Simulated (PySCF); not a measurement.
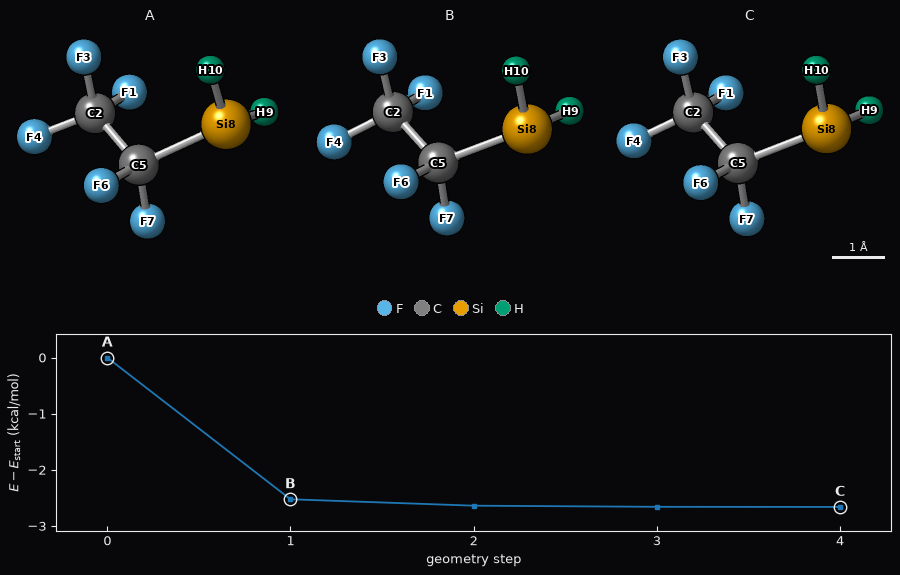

Frames of a relaxation of C2H2F5Si (multiplicity 2), marked on the history of the run. Style: ball-and-stick. Shown at a tilt.

The start comes from GFN2-xTB.

Method: PySCF 2.14.0, density-fitted response routines, PBE0-D3(BJ)/def2-SVP geometry optimisation, gas phase. 

### What happens along the run?

The largest move after the best rigid fit is that of H9, 0.12 Å. By element the largest moves are H 0.12 Å, Si 0.09 Å, F 0.09 Å, C 0.05 Å. Among the contacts that change: Si8–H10 1.453 → 1.491 Å, C2–F3 1.341 → 1.331 Å, C5–F6 1.361 → 1.354 Å, C2–F4 1.329 → 1.324 Å. Among the angles between lasting bonds that change: H9–Si8–H10 122.2° → 113.0°, C2–C5–Si8 111.1° → 115.9°, F4–C2–C5 115.0° → 111.2°. Over 4 geometry steps the energy falls by 2.66 kcal/mol. From step 0 to 1: H9 moves most (0.13 Å), energy −2.52 kcal/mol. From step 1 to 4: F4 moves most (0.03 Å), energy −0.14 kcal/mol.

```csv
step,"E − E(0), kcal/mol"
0,0.00
1,-2.52
2,-2.64
3,-2.66
4,-2.66
```
